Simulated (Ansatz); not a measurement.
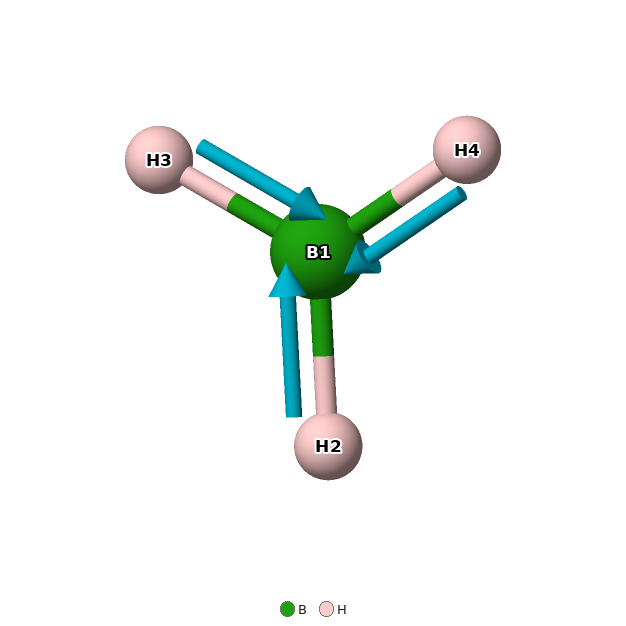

The arrows show one normal mode. Harmonic vibrations computed with RKS PBE0-D4/def2-TZVP (Ansatz 0.2.0) at a stationary point of the same level.

Question: Describe the motion.

Answer: Mostly in-phase stretching of 3 B–H bonds.

Question: At what wavenumber does it lie?

Answer: 2557 cm⁻¹; it is mode 4 of 6 counted from the lowest.
